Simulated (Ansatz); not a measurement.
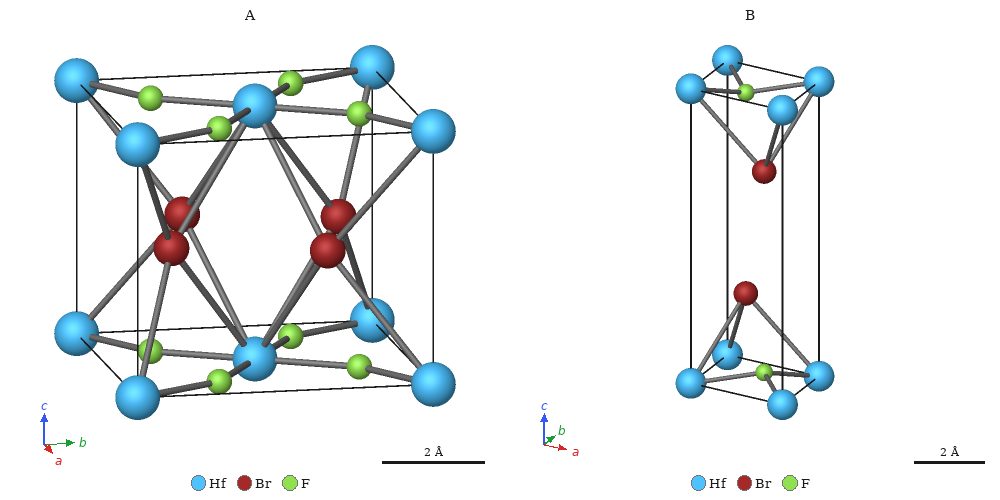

Two structures of HfBr2F2, each relaxed to rest (conventional cells in solid outline, small ones repeated, not to one scale). Method: Ansatz, DFT PBE, scalar-relativistic, plane waves, PAW, without spin polarisation.

Characterise the two forms.

A: 10 atoms a cell on a primitive tetragonal lattice, P4/mbm. B: CaAl₂Si₂ type, P-3m1.

What is the energy order of the two?

B is lower, by 389 meV/atom at this level of theory (energies at zero smearing). Volumes: A 18.0, B 21.4 Å³/atom.

One or both may be structure types tried for this composition rather than known phases.
